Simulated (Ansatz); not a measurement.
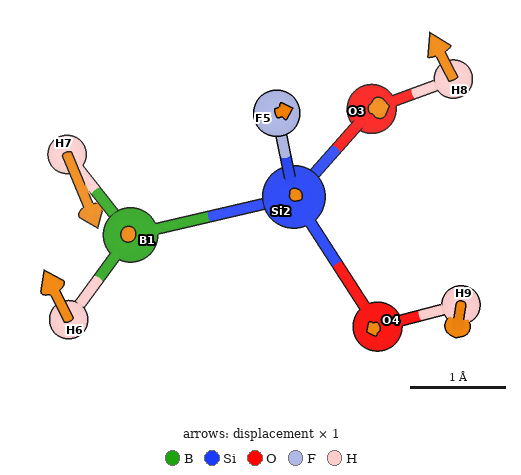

This is a relaxation of BSiH4O2F (coarse preliminary run). The starting structure is drawn; orange arrows show the displacements, at their true length. The two geometries are superimposed by the best rigid fit.

Style: ball-and-stick. Shown at a tilt.

The start comes from a force field.

All numbers below come from RKS PBE-D4/def2-SVP (Ansatz 0.2.0).

Input file:
```yaml
crystal:
  periodic: [false, false, false]
  atoms:
    - {symbol: B, position_ang: [-0.552800, 0.202800, -1.572300]}
    - {symbol: Si, position_ang: [0.120800, 0.050700, 0.202700]}
    - {symbol: O, position_ang: [1.046600, -1.369500, 0.264000]}
    - {symbol: O, position_ang: [-1.090400, -0.046000, 1.328200]}
    - {symbol: F, position_ang: [1.082800, 1.387500, 0.549100]}
    - {symbol: H, position_ang: [-1.468900, 1.049700, -1.741100]}
    - {symbol: H, position_ang: [0.163000, 0.095900, -2.489600]}
    - {symbol: H, position_ang: [1.505000, -1.349400, 1.182700]}
    - {symbol: H, position_ang: [-0.717600, -0.067900, 2.259200]}
basis:
  gaussian: {orbitals: def2-SVP}
hamiltonian: {xc: pbe, dispersion: d4}
relax: {f_tol: 0.03, max_steps: 200}
```

Command:
```bash
ansatz run in.yaml --threads 2 --pin off --events-out ev --progress --plain --max-ram 4352MiB
```

What happened in the run?

Answer. Over 27 accepted moves (30 points after the start) the energy falls by 0.566 eV. Largest force component: 2.6 eV/Å at the start, 0.028 eV/Å at the end. The line search rejected the trial steps at points 15, 17, 25 of the run. The forces were under the threshold at step 8, but the run went on from there. The atom that moves furthest after the best rigid fit is H7 (1.03 Å). By element the largest moves are H 1.03 Å, O 0.30 Å, F 0.20 Å, B 0.17 Å, Si 0.14 Å. Near-neighbour distances that change, for instance: B1–Si2 1.905 → 2.001 Å, O3–H8 1.027 → 0.973 Å, B1–H7 1.168 → 1.214 Å, B1–H6 1.259 → 1.214 Å. Among the angles between lasting bonds that change: Si2–O3–H8 105.0° → 114.6°, B1–Si2–O3 107.1° → 115.8°, B1–Si2–O4 112.3° → 104.1°. Groups turn about Si2–O3 by about 45°, Si2–O4 by about 45°. Cost: 49 s on 2 threads of Arm Neoverse V2, on a shared host.
